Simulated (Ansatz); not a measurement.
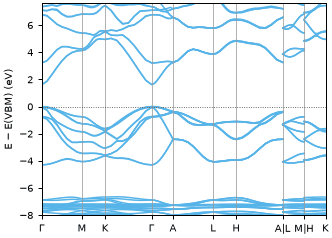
Fig. 1. Band structure from DFT-r²SCAN with spin–orbit coupling in the program Ansatz with PAW potentials

Problem. Read off the gap and where the band edges lie.

Solution. About 1.6 eV (1.62 eV by a search for the band edges); maximum at Γ, minimum at Γ.

The material is CdS (wurtzite, P6_3mc).

The r²SCAN relaxation kept the symmetry of its start; phonons on a q-mesh show no instability.

Potentials: the later of the program's two PAW sets.
